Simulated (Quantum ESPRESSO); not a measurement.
**Collinear magnetic orders of MnCuAs with Quantum ESPRESSO**

Wanted: the moments of MnCuAs and the energy of each order that was tried.

Calculated with Quantum ESPRESSO 7.5; LDA; plane waves with GBRV 1.5 LDA potentials, no spin-orbit coupling.

## (1) The starting structure

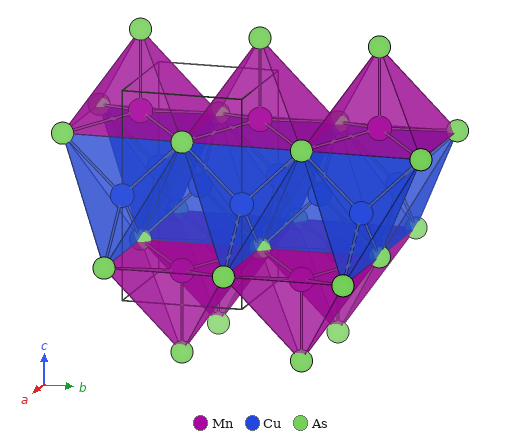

The cell as given, slightly off an axis (manganese purple, copper blue, arsenic green). 1×2×1 cells are drawn. Some periodic images of atoms are drawn too.

The cell comes from Materials Project 2023-11-01, a database of computed structures, and need not be the stable phase.

## (2) Run 1 (ferro ++)

The signs are those of the starting moments on the seeded atoms, the atoms that are given a moment.

Input file pw.in:

```
&CONTROL
  calculation = 'scf'
  prefix = 'pwscf'
  outdir = './tmp'
  pseudo_dir = './pseudo'
  disk_io = 'nowf'
/
&SYSTEM
  ibrav = 0
  celldm(1) = 8
  nat = 6
  ntyp = 3
  ecutwfc = 40
  ecutrho = 280
  nbnd = 54
  occupations = 'smearing'
  smearing = 'fd'
  degauss = 0.00734986
  nspin = 2
  starting_magnetization(1) = 0.2333
  starting_magnetization(2) = 0
  starting_magnetization(3) = 0
/
&ELECTRONS
  conv_thr = 1.2d-08
  electron_maxstep = 150
  mixing_beta = 0.3
/
ATOMIC_SPECIES
Mn     54.9380 mn_lda_v1.5.uspp.F.UPF
Cu     63.5460 cu_lda_v1.2.uspp.F.UPF
As     74.9216 as_lda_v1.uspp.F.UPF
CELL_PARAMETERS alat
   0.8738780988147    0.0000000000000    0.0000000000000
   0.0000000000000    0.8738780988147    0.0000000000000
   0.0000000000000    0.0000000000000    1.5137703088783
ATOMIC_POSITIONS crystal
Mn      0.0000000000    0.5000000000    0.1640200000
Mn      0.5000000000    0.0000000000    0.8359800000
Cu      0.0000000000    0.0000000000    0.5000000000
Cu      0.5000000000    0.5000000000    0.5000000000
As      0.0000000000    0.5000000000    0.7762460000
As      0.5000000000    0.0000000000    0.2237540000
K_POINTS automatic
8 8 4 0 0 0
```

The run is started by

```bash
OMP_NUM_THREADS=1 mpirun -n 4 pw.x -nk 4 -in pw.in > pw.out
```

The log of the run:

```text
Program PWSCF v.7.5 starts

     Message from routine setup:
     using ibrav=0 with symmetry is DISCOURAGED, use correct ibrav instead

     K-points division:     npool     =       4
     Subspace diagonalization in iterative solution of the eigenvalue problem:

     G-vector sticks info
     --------------------
     sticks:   dense  smooth     PW     G-vecs:    dense   smooth      PW
     Sum        1093     621    185                47069    20229    3395

     Using Slab Decomposition

     bravais-lattice index     =            0
     lattice parameter (alat)  =       8.0000  a.u.
     unit-cell volume          =     591.8773 (a.u.)^3
     number of atoms/cell      =            6
     number of atomic types    =            3
     number of electrons       =        78.00
     number of Kohn-Sham states=           54
     kinetic-energy cutoff     =      40.0000  Ry
     charge density cutoff     =     280.0000  Ry
     scf convergence threshold =      1.2E-08
     mixing beta               =       0.3000
     number of iterations used =            8  plain     mixing
     Exchange-correlation= SLA  PZ   NOGX NOGC
                           (   1   1   0   0   0   0   0)

     celldm(1)=   8.000000  celldm(2)=   0.000000  celldm(3)=   0.000000
     celldm(4)=   0.000000  celldm(5)=   0.000000  celldm(6)=   0.000000

     crystal axes: (cart. coord. in units of alat)
               a(1) = (   0.873878   0.000000   0.000000 )
               a(2) = (   0.000000   0.873878   0.000000 )
               a(3) = (   0.000000   0.000000   1.513770 )

     reciprocal axes: (cart. coord. in units 2 pi/alat)
               b(1) = (  1.144324  0.000000  0.000000 )
               b(2) = (  0.000000  1.144324  0.000000 )
               b(3) = (  0.000000  0.000000  0.660602 )

     PseudoPot. # 1 for Mn read from file:
     mn_lda_v1.5.uspp.F.UPF
     Pseudo is Ultrasoft + core correction, Zval = 15.0
     Generated by new atomic code, or converted to UPF format
     Using radial grid of  859 points,  6 beta functions with:
                l(1) =   0
                l(2) =   0
                l(3) =   1
                l(4) =   1
                l(5) =   2
                l(6) =   2
     Q(r) pseudized with  8 coefficients,  rinner =    0.950   0.950   0.950
                                                       0.950   0.950

     PseudoPot. # 2 for Cu read from file:
     cu_lda_v1.2.uspp.F.UPF
     Pseudo is Ultrasoft + core correction, Zval = 19.0
     Generated by new atomic code, or converted to UPF format
     Using radial grid of  867 points,  6 beta functions with:
                l(1) =   0
                l(2) =   0
                l(3) =   1
                l(4) =   1
                l(5) =   2
                l(6) =   2
     Q(r) pseudized with  8 coefficients,  rinner =    1.150   1.150   1.150
                                                       1.150   1.150

     PseudoPot. # 3 for As read from file:
     as_lda_v1.uspp.F.UPF
     Pseudo is Ultrasoft + core correction, Zval =  5.0
     Generated by new atomic code, or converted to UPF format
     Using radial grid of  875 points,  6 beta functions with:
                l(1) =   0
                l(2) =   0
                l(3) =   1
                l(4) =   1
                l(5) =   2
                l(6) =   2
     Q(r) pseudized with  8 coefficients,  rinner =    1.300   1.300   1.300
                                                       1.300   1.300

     atomic species   valence    mass     pseudopotential
     Mn               15.00    54.93800     Mn( 1.00)
     Cu               19.00    63.54600     Cu( 1.00)
     As                5.00    74.92160     As( 1.00)

     Starting magnetic structure
     atomic species   magnetization
     Mn              0.233
     Cu              0.000
     As              0.000

     16 Sym. Ops., with inversion, found ( 8 have fractional translation)

   Cartesian axes

     site n.     atom                  positions (alat units)
         1        Mn     tau(   1) = (   0.0000000   0.4369390   0.2482886  )
         2        Mn     tau(   2) = (   0.4369390   0.0000000   1.2654817  )
         3        Cu     tau(   3) = (   0.0000000   0.0000000   0.7568852  )
         4        Cu     tau(   4) = (   0.4369390   0.4369390   0.7568852  )
         5        As     tau(   5) = (   0.0000000   0.4369390   1.1750581  )
         6        As     tau(   6) = (   0.4369390   0.0000000   0.3387122  )

     number of k points=    45  Fermi-Dirac smearing, width (Ry)=  0.0073
                       cart. coord. in units 2pi/alat
        k(    1) = (   0.0000000   0.0000000   0.0000000), wk =   0.0039062
        k(    2) = (   0.0000000   0.0000000   0.1651506), wk =   0.0078125
        k(    3) = (   0.0000000   0.0000000  -0.3303011), wk =   0.0039062
        k(    4) = (   0.0000000   0.1430405   0.0000000), wk =   0.0156250
        k(    5) = (   0.0000000   0.1430405   0.1651506), wk =   0.0312500
        [... 40 further k-points ...]

     Dense  grid:    47069 G-vectors     FFT dimensions: (  40,  40,  72)

     Smooth grid:    20229 G-vectors     FFT dimensions: (  30,  30,  50)

     Check: negative core charge=   -0.000023
     Generating pointlists ...
     new r_m :   0.2421 (alat units)  1.9371 (a.u.) for type    1
     new r_m :   0.2495 (alat units)  1.9958 (a.u.) for type    2
     new r_m :   0.2421 (alat units)  1.9371 (a.u.) for type    3

     Initial potential from superposition of free atoms

     starting charge      74.9994, renormalised to      78.0000
     Starting wfcs are   60 randomized atomic wfcs

     Self-consistent Calculation

     iteration #  1     ecut=    40.00 Ry     beta= 0.30
     Davidson diagonalization with overlap
     ethr =  1.00E-02,  avg # of iterations =  3.1

     total energy              =   -1303.63262825 Ry
     estimated scf accuracy    <      15.80835526 Ry

     total magnetization       =     3.36 Bohr mag/cell
     absolute magnetization    =     3.59 Bohr mag/cell

     iteration #  2     ecut=    40.00 Ry     beta= 0.30
     Davidson diagonalization with overlap
     ethr =  1.00E-02,  avg # of iterations =  2.9

     total energy              =   -1301.71773265 Ry
     estimated scf accuracy    <     106.30164496 Ry

     total magnetization       =     0.56 Bohr mag/cell
     absolute magnetization    =     0.66 Bohr mag/cell

     iteration #  3     ecut=    40.00 Ry     beta= 0.30
     Davidson diagonalization with overlap
     ethr =  1.00E-02,  avg # of iterations =  2.0

     total energy              =   -1308.86737152 Ry
     estimated scf accuracy    <       3.08693621 Ry

     total magnetization       =     5.46 Bohr mag/cell
     absolute magnetization    =     5.92 Bohr mag/cell

     [... further iterations left out ...]

     iteration # 13     ecut=    40.00 Ry     beta= 0.30
     Davidson diagonalization with overlap
     ethr =  9.48E-09,  avg # of iterations =  3.7

     total energy              =   -1309.03577420 Ry
     estimated scf accuracy    <       0.00000930 Ry

     total magnetization       =     6.81 Bohr mag/cell
     absolute magnetization    =     7.16 Bohr mag/cell

     iteration # 14     ecut=    40.00 Ry     beta= 0.30
     Davidson diagonalization with overlap
     ethr =  9.48E-09,  avg # of iterations =  1.2

     total energy              =   -1309.03577537 Ry
     estimated scf accuracy    <       0.00000019 Ry

     total magnetization       =     6.82 Bohr mag/cell
     absolute magnetization    =     7.16 Bohr mag/cell

     iteration # 15     ecut=    40.00 Ry     beta= 0.30
     Davidson diagonalization with overlap
     ethr =  2.49E-10,  avg # of iterations =  4.2

     total energy              =   -1309.03577543 Ry
     estimated scf accuracy    <       0.00000007 Ry

     total magnetization       =     6.82 Bohr mag/cell
     absolute magnetization    =     7.16 Bohr mag/cell

     iteration # 16     ecut=    40.00 Ry     beta= 0.30
     Davidson diagonalization with overlap
     ethr =  9.55E-11,  avg # of iterations =  2.7

     Magnetic moment per site  (integrated on atomic sphere of radius R)
     atom   1 (R=0.242)  charge= 13.1799  magn=  3.2016
     atom   2 (R=0.242)  charge= 13.1799  magn=  3.2016
     atom   3 (R=0.249)  charge= 17.8242  magn=  0.0334
     atom   4 (R=0.249)  charge= 17.8242  magn=  0.0334
     atom   5 (R=0.242)  charge=  2.8116  magn= -0.0229
     atom   6 (R=0.242)  charge=  2.8116  magn= -0.0229

     End of self-consistent calculation

     [... lines left out ...]
     the Fermi energy is    13.1837 ev

!    total energy              =   -1309.03577544 Ry
     estimated scf accuracy    <          8.0E-09 Ry
     smearing contrib. (-TS)   =      -0.00988601 Ry
     internal energy E=F+TS    =   -1309.02588943 Ry

     The total energy is F=E-TS. E is the sum of the following terms:
     one-electron contribution =    -975.96090140 Ry
     hartree contribution      =     524.87563108 Ry
     xc contribution           =    -191.49953279 Ry
     ewald contribution        =    -666.44108633 Ry

     total magnetization       =     6.82 Bohr mag/cell
     absolute magnetization    =     7.16 Bohr mag/cell

     convergence has been achieved in  16 iterations

=------------------------------------------------------------------------------=
   JOB DONE.
=------------------------------------------------------------------------------=
```

Run time: 46 s. Hardware: 4 MPI ranks of Intel Xeon 6975P-C (Granite Rapids), shared host; peak memory 0.67 GiB; 3.1 min of CPU time.

Spin moment in the atom's sphere by atom:

```
atom  spin moment in the atom's sphere (μB)
 Mn1                                   3.20
 Mn2                                   3.20
 Cu3                                   0.03
 Cu4                                   0.03
 As5                                  -0.02
 As6                                  -0.02
```

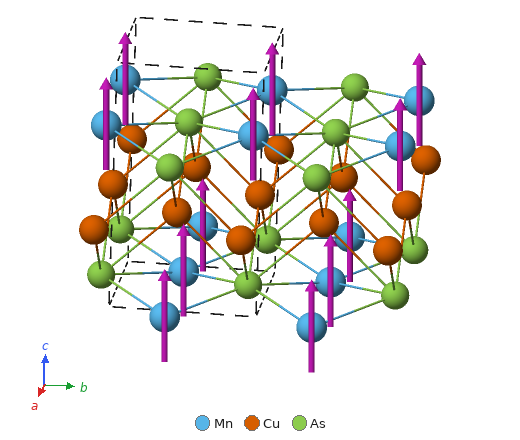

Spin moment in the atom's sphere as arrows, the longest 3.20 μB. Up and down stand for the sign. Arrows give size and sign along the axis of quantisation, drawn up and down the page. 2×2×1 cells are drawn. Some periodic images of atoms are drawn too.

This step gave:

```yaml
smearing_term_ts: 0.1345 eV
magnetization: 6.817 μB
absolute_magnetization: 7.158 μB
final_state: ferromagnetic
```

(Part 1 of 2 ends here.)

[Logs and program files are shortened in this print: banners, set-up blocks, solver, clock and traceback lines can be left out without a mark of their own.]

[Logs are printed without paths, hosts, clocks, repeated set-up lines and the standing remarks that a program may print on its own settings, such as how far it seeks lower states.]

[Hosts, paths, dates, database ids (printed as entryN), source tags and the programs' standing remarks are cut or masked in the printed files.]

[Where a cell is said to come from a database of computed structures, the database is the Materials Project.]
